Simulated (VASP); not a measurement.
# How PAW data sets and SCF threshold change a VASP run on ZrC, part 2 of 2

Aim: find what the PAW data sets and SCF threshold change for ZrC, and what they cost. The atoms are off their equilibrium sites, so that forces can be compared too. The series runs use LDA. The atoms of the start are displaced at random from the sites of a Fm-3m cell.

VASP 6.6.1, plane waves and PAW; the level of theory is named at each step.

Still holding for the runs below: The k-mesh is coarse for a metal.

So far. Step 5 (PAW data sets: hard 64: Zr sv C h): With 16 valence electrons the pressure is -5.14 GPa, -0.06 GPa from the first of the series, after 14 cycles in 83 s. Step 6 (PAW data sets: soft 64: Zr sv C s): With 16 valence electrons the pressure is -5.22 GPa, -0.13 GPa from the first of the series, after 12 cycles in 19 s.

The database entry behind the starting cell differs from later determinations by our own check (0.1 to 0.3 % short, probably kX units), so it need not match the best structure at ambient conditions.

## 8. SCF threshold: EDIFF = 0.01

This step: LDA; plane waves and PAW (Zr_sv, C) (VASP 6.6.1).

EDIFF stops the electronic loop; forces need it tighter than energies do.

INCAR

```
SYSTEM = ZrC
PREC = Accurate
ENCUT = 520
EDIFF = 0.01
NELM = 100
ISMEAR = -1
SIGMA = 0.05
LREAL = .FALSE.
ALGO = Normal
GGA = CA
NBANDS = 14
LORBIT = 11
LWAVE = .FALSE.
LCHARG = .FALSE.
KPAR = 2
ISIF = 2
```

POSCAR

```
ZrC
1.0
    0.0000000000      2.3414000000      2.3414000000
    2.3414000000      0.0000000000      2.3414000000
    2.3414000000      2.3414000000      0.0000000000
Zr C
1 1
Direct
   -0.0041130000      0.0135840000     -0.0003790000
    0.4854680000      0.5108950000      0.4949310000
```

KPOINTS

```
Automatic mesh
0
Gamma
8 8 8
0 0 0
```

The projector-augmented-wave data sets are Zr_sv and C (PBE family, release 64).

Started as:

```bash
$ mpirun -np 2 vasp_std
```

The program printed:

```text
[... set-up lines as in an earlier step ...]
 entering main loop
       N       E                     dE             d eps       ncg     rms          rms(c)
[... 4 cycles as in an earlier step ...]
DAV:   5    -0.247351660047E+02   -0.27038E-02   -0.27033E-02  8670   0.899E-01    0.217E+01
DAV:   6    -0.214992691447E+02    0.32359E+01   -0.78636E+00  8858   0.242E+01    0.808E+00
DAV:   7    -0.213425039006E+02    0.15677E+00   -0.53060E-01  8350   0.631E+00    0.686E+00
DAV:   8    -0.213409513213E+02    0.15526E-02   -0.32900E-01  8630   0.425E+00    0.454E+00
DAV:   9    -0.213111241210E+02    0.29827E-01   -0.83016E-02  8216   0.196E+00    0.377E-01
DAV:  10    -0.213113822529E+02   -0.25813E-03   -0.19138E-03  3904   0.499E-01
   1 F= -.21311382E+02 E0= -.21309931E+02  d E =-.290312E-02
```

The job ended after 33 s (2 MPI ranks of Intel Xeon Platinum 8259CL at 2.50GHz (Skylake/Cascade Lake), shared host; peak memory 0.41 GiB; 65 s of CPU time).

From OUTCAR (step 8):

```text
   NELECT =      16.0000    total number of electrons

 E-fermi :   9.4307

 k-point     1 :       0.0000    0.0000    0.0000
  band No.  band energies     occupation
      1     -38.2481      2.00000
      2     -16.1041      2.00000
      3     -16.1038      2.00000
      4     -16.1035      2.00000
      5      -1.6991      2.00000
      6      10.1473      0.00000
      7      10.2301      0.00000
      8      10.3309      0.00000
      9      10.5713      0.00000
     10      10.7038      0.00000
    ...

  Total       -1.0161959     -0.9758176     -0.9888027     -0.0086982     -0.0162081     -0.0074090
  in kB      -63.4207225    -60.9007143    -61.7111151     -0.5428560     -1.0115475     -0.4623925
  external PRESSURE =     -62.0108506 kB  Pullay stress =       0.0000000 kB

 POSITION                                       TOTAL-FORCE (eV/Angst)
 -----------------------------------------------------------------------------------
      2.37232      4.67228      2.36358        -0.125525     -0.254188     -0.221194
      2.35504      2.29551      2.33288         0.125525      0.254188      0.221194
 -----------------------------------------------------------------------------------
    total drift:                               -0.000845     -0.001939     -0.001640

  FREE ENERGIE OF THE ION-ELECTRON SYSTEM (eV)
  ---------------------------------------------------
  free  energy   TOTEN  =       -21.3113822529 eV

  energy  without entropy=      -21.3084791310  energy(sigma->0) =      -21.30993069

[... 8 parts as in an earlier step ...]

[... 9 further parts left out ...]
```

This step gave:

| Property | Result |
| --- | --- |
| SCF cycles | 10 |
| Fermi energy | 9.431 eV |
| pressure | -6.201 GPa |

The series starts at -10.6550 eV an atom and -6.20 GPa, after 10 cycles in 33 s.

## 9. SCF threshold: EDIFF = 0.001

INCAR, as its differences from that of step 8:

```diff
@@ -3,3 +3,3 @@
 ENCUT = 520
-EDIFF = 0.01
+EDIFF = 0.001
 NELM = 100
```

POSCAR is that of step 8.

KPOINTS is that of step 8.

Started as:

```bash
$ mpirun -np 2 vasp_std
```

The program printed:

```text
[... set-up lines as in an earlier step ...]
 entering main loop
       N       E                     dE             d eps       ncg     rms          rms(c)
[... 4 cycles as in an earlier step ...]
DAV:   5    -0.247352424923E+02   -0.27803E-02   -0.27802E-02 10156   0.899E-01    0.217E+01
DAV:   6    -0.214993079784E+02    0.32359E+01   -0.78469E+00  8864   0.242E+01    0.809E+00
DAV:   7    -0.213425290449E+02    0.15678E+00   -0.52793E-01  8356   0.630E+00    0.686E+00
DAV:   8    -0.213410433647E+02    0.14857E-02   -0.32965E-01  8624   0.425E+00    0.455E+00
DAV:   9    -0.213111111958E+02    0.29932E-01   -0.82271E-02  8216   0.196E+00    0.353E-01
DAV:  10    -0.213113970207E+02   -0.28582E-03   -0.21099E-03  7764   0.505E-01
   1 F= -.21311397E+02 E0= -.21309945E+02  d E =-.290314E-02
```

Wall time 32 s (2 MPI ranks); peak memory 0.41 GiB.

Parts of OUTCAR (step 9):

```text
  Total       -1.0213148     -0.9808254     -0.9938512     -0.0087936     -0.0161693     -0.0073713
  in kB      -63.7401924    -61.2132486    -62.0261907     -0.5488111     -1.0091228     -0.4600445
  external PRESSURE =     -62.3265439 kB  Pullay stress =       0.0000000 kB

 POSITION                                       TOTAL-FORCE (eV/Angst)
 -----------------------------------------------------------------------------------
      2.37232      4.67228      2.36358        -0.125630     -0.254386     -0.221360
      2.35504      2.29551      2.33288         0.125630      0.254386      0.221360
 -----------------------------------------------------------------------------------
    total drift:                               -0.000676     -0.001458     -0.001274

  FREE ENERGIE OF THE ION-ELECTRON SYSTEM (eV)
  ---------------------------------------------------
  free  energy   TOTEN  =       -21.3113970207 eV

  energy  without entropy=      -21.3084938829  energy(sigma->0) =      -21.30994545

[... 2 parts as in an earlier step ...]

[... 1 further part left out ...]
[key lines of the parts left out:]
E-fermi :   9.4308
```

Against the run before the energy moves by -0.01 meV an atom and the pressure by -0.03 GPa, after 10 cycles in 32 s.

## 10. SCF threshold: EDIFF = 1E-04

INCAR, as its differences from that of step 9:

```diff
@@ -3,3 +3,3 @@
 ENCUT = 520
-EDIFF = 0.001
+EDIFF = 1E-04
 NELM = 100
```

POSCAR is that of step 9.

KPOINTS is that of step 9.

Started as:

```bash
$ mpirun -np 2 vasp_std
```

The program printed:

```text
[... set-up lines as in an earlier step ...]
 entering main loop
       N       E                     dE             d eps       ncg     rms          rms(c)
[... 11 cycles as in an earlier step ...]
DAV:  12    -0.213112195434E+02    0.36180E-05   -0.11166E-05  4114   0.264E-02
   1 F= -.21311220E+02 E0= -.21309764E+02  d E =-.291079E-02
```

The job ended after 38 s (2 MPI ranks; peak memory 0.41 GiB).

Parts of OUTCAR (step 10):

```text
  Total       -0.8346930     -0.7946968     -0.8076672     -0.0086096     -0.0160415     -0.0072895
  in kB      -52.0931349    -49.5969746    -50.4064586     -0.5373254     -1.0011521     -0.4549351
  external PRESSURE =     -50.6988560 kB  Pullay stress =       0.0000000 kB

 POSITION                                       TOTAL-FORCE (eV/Angst)
 -----------------------------------------------------------------------------------
      2.37232      4.67228      2.36358        -0.125372     -0.253855     -0.220906
      2.35504      2.29551      2.33288         0.125372      0.253855      0.220906
 -----------------------------------------------------------------------------------
    total drift:                                0.000103      0.000164      0.000128

  FREE ENERGIE OF THE ION-ELECTRON SYSTEM (eV)
  ---------------------------------------------------
  free  energy   TOTEN  =       -21.3112195434 eV

  energy  without entropy=      -21.3083087523  energy(sigma->0) =      -21.30976415

[... 2 parts as in an earlier step ...]

[... 1 further part left out ...]
[key lines of the parts left out:]
E-fermi :   9.4193
```

Against the run before the energy moves by +0.09 meV an atom and the pressure by +1.16 GPa, after 12 cycles in 38 s.

## 11. SCF threshold: EDIFF = 1E-05

INCAR, as its differences from that of step 10:

```diff
@@ -3,3 +3,3 @@
 ENCUT = 520
-EDIFF = 1E-04
+EDIFF = 1E-05
 NELM = 100
```

POSCAR is that of step 10.

KPOINTS is that of step 10.

Started as:

```bash
$ mpirun -np 2 vasp_std
```

The program printed:

```text
[... set-up lines as in an earlier step ...]
 entering main loop
       N       E                     dE             d eps       ncg     rms          rms(c)
[... 11 cycles as in an earlier step ...]
DAV:  12    -0.213112197033E+02    0.34581E-05   -0.12769E-05  7390   0.264E-02
   1 F= -.21311220E+02 E0= -.21309764E+02  d E =-.291079E-02
```

Run time: 38 s. Hardware: 2 MPI ranks; peak memory 0.42 GiB; 75 s of CPU time.

Parts of OUTCAR (step 11):

```text
  Total       -0.8331538     -0.7931486     -0.8061166     -0.0086016     -0.0160374     -0.0072824
  in kB      -51.9970742    -49.5003518    -50.3096874     -0.5368232     -1.0008919     -0.4544924
  external PRESSURE =     -50.6023711 kB  Pullay stress =       0.0000000 kB

 POSITION                                       TOTAL-FORCE (eV/Angst)
 -----------------------------------------------------------------------------------
      2.37232      4.67228      2.36358        -0.125380     -0.253867     -0.220917
      2.35504      2.29551      2.33288         0.125380      0.253867      0.220917
 -----------------------------------------------------------------------------------
    total drift:                                0.000077      0.000102      0.000075

  FREE ENERGIE OF THE ION-ELECTRON SYSTEM (eV)
  ---------------------------------------------------
  free  energy   TOTEN  =       -21.3112197033 eV

  energy  without entropy=      -21.3083089121  energy(sigma->0) =      -21.30976431

[... 2 parts as in an earlier step ...]

[... 1 further part left out ...]
[key lines of the parts left out:]
E-fermi :   9.4193
```

Against the run before the energy stays within 0.01 meV an atom; the pressure moves by +0.01 GPa, after 12 cycles in 38 s.

## 12. SCF threshold: EDIFF = 1E-06

INCAR, as its differences from that of step 11:

```diff
@@ -3,3 +3,3 @@
 ENCUT = 520
-EDIFF = 1E-05
+EDIFF = 1E-06
 NELM = 100
```

POSCAR is that of step 11.

KPOINTS is that of step 11.

Started as:

```bash
$ mpirun -np 2 vasp_std
```

The program printed:

```text
[... set-up lines as in an earlier step ...]
 entering main loop
       N       E                     dE             d eps       ncg     rms          rms(c)
[... 13 cycles as in an earlier step ...]
   1 F= -.21311219E+02 E0= -.21309764E+02  d E =-.291029E-02
```

Wall time 42 s (2 MPI ranks); peak memory 0.41 GiB.

Parts of OUTCAR (step 12):

```text
[... 6 parts as in an earlier step ...]

[... 1 further part left out ...]
[key lines of the parts left out:]
E-fermi :   9.4199
```

Against the run before the energy stays within 0.01 meV an atom; the pressure moves by -0.02 GPa, after 13 cycles in 42 s.

## 13. SCF threshold: EDIFF = 1E-08

INCAR, as its differences from that of step 12:

```diff
@@ -3,3 +3,3 @@
 ENCUT = 520
-EDIFF = 1E-06
+EDIFF = 1E-08
 NELM = 100
```

POSCAR is that of step 12.

KPOINTS is that of step 12.

Started as:

```bash
$ mpirun -np 2 vasp_std
```

The program printed:

```text
[... set-up lines as in an earlier step ...]
 entering main loop
       N       E                     dE             d eps       ncg     rms          rms(c)
[... 12 cycles as in an earlier step ...]
DAV:  13    -0.213112192622E+02    0.52718E-06   -0.16297E-06  9008   0.902E-03    0.403E-03
DAV:  14    -0.213112192473E+02    0.14855E-07   -0.76406E-08  8552   0.191E-03    0.417E-04
DAV:  15    -0.213112192472E+02    0.11187E-09   -0.75874E-09  5552   0.775E-04
   1 F= -.21311219E+02 E0= -.21309764E+02  d E =-.291039E-02
```

Wall time 48 s (2 MPI ranks); peak memory 0.41 GiB.

From OUTCAR (step 13):

```text
  Total       -0.8361299     -0.7961283     -0.8090997     -0.0086098     -0.0160485     -0.0072929
  in kB      -52.1828156    -49.6863202    -50.4958608     -0.5373401     -1.0015877     -0.4551482
  external PRESSURE =     -50.7883322 kB  Pullay stress =       0.0000000 kB

 POSITION                                       TOTAL-FORCE (eV/Angst)
 -----------------------------------------------------------------------------------
      2.37232      4.67228      2.36358        -0.125423     -0.253958     -0.220993
      2.35504      2.29551      2.33288         0.125423      0.253958      0.220993
 -----------------------------------------------------------------------------------
    total drift:                                0.000020     -0.000001     -0.000015

  FREE ENERGIE OF THE ION-ELECTRON SYSTEM (eV)
  ---------------------------------------------------
  free  energy   TOTEN  =       -21.3112192472 eV

  energy  without entropy=      -21.3083088585  energy(sigma->0) =      -21.30976405

[... 2 parts as in an earlier step ...]

[... 1 further part left out ...]
[key lines of the parts left out:]
E-fermi :   9.4198
```

Against the run before the energy stays within 0.01 meV an atom and the pressure within 0.01 GPa, after 15 cycles in 48 s.

## 14. The SCF threshold series as a table

This step: convergence of LDA results with the threshold; plane waves and PAW (VASP 6.6.1).

Derived from the runs above.

Differences are taken from the run with EDIFF = 1E-08. Results of the series, by row:

| setting | status | energy less the reference (meV/atom) | pressure (GPa) | largest force difference (meV/Å) | SCF cycles | wall time (s) |
| --- | --- | --- | --- | --- | --- | --- |
| EDIFF = 0.01 | converged | -0.08332 | -6.201 | 0.23 | 10 | 33 |
| EDIFF = 0.001 | converged | -0.0907 | -6.233 | 0.428 | 10 | 32 |
| EDIFF = 1E-04 | converged | -5.00e-5 | -5.07 | 0.103 | 12 | 38 |
| EDIFF = 1E-05 | converged | -1.30e-4 | -5.06 | 0.091 | 12 | 38 |
| EDIFF = 1E-06 | converged | -3.50e-5 | -5.084 | 0.013 | 13 | 42 |
| EDIFF = 1E-08 | converged | 0 | -5.079 | 0 | 15 | 48 |

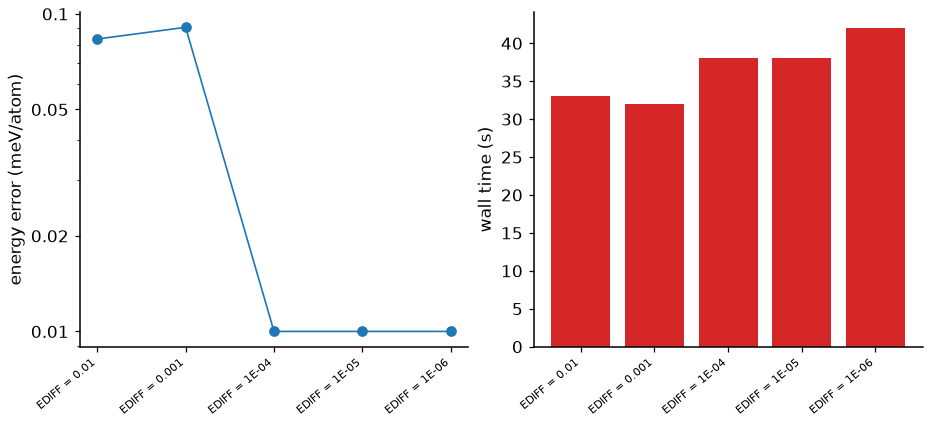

The energy error in size, against the reference run (errors under 0.01 are drawn at 0.01), and the wall time by setting.

## 15. What came out

| Property | Result |
| --- | --- |
| spread of the pressure over the PAW data sets | 0.902 GPa |
| SCF threshold from which the energy stays within 10 meV/atom of the reference | EDIFF = 0.01 |
| SCF threshold from which the energy stays within 1 meV/atom of the reference | EDIFF = 0.01 |
| SCF threshold from which the pressure stays within 0.2 GPa of the reference | EDIFF = 1E-04 |
| spread of the pressure over the SCF threshold | 1.17 GPa |
| spread of the energy over the SCF threshold | 0.0907 meV/atom |

The choice of data set moves the pressure between -5.99 GPa (gw 64: Zr_sv_GW C_GW) and -5.08 GPa (minimal 64: Zr_sv C); the cutoffs differ too (400, 520, 540 and 970 eV). From EDIFF = 0.01 on, the energy stays within 1 meV an atom of the reference, at 69 % of its time. The pressure holds within 0.2 GPa from EDIFF = 1E-04 on. The loosest stop saves 5 of 15 cycles and costs -0.1 meV an atom, -1.12 GPa, 0.2 meV/Å in forces. Data sets differ in their zero of energy, so energies are not compared.

[Lines on the potential files, build, host, timing and source positions are cut from VASP's logs without a mark.]

[Logs are printed without paths, hosts, clocks, repeated set-up lines and the standing remarks that a program may print on its own settings, such as how far it seeks lower states.]

[Hosts, paths, dates, database ids (printed as entryN), source tags and the programs' standing remarks are cut or masked in the printed files.]

[A measured line is paired with the nearest computed mode of its activity, which favours agreement.]
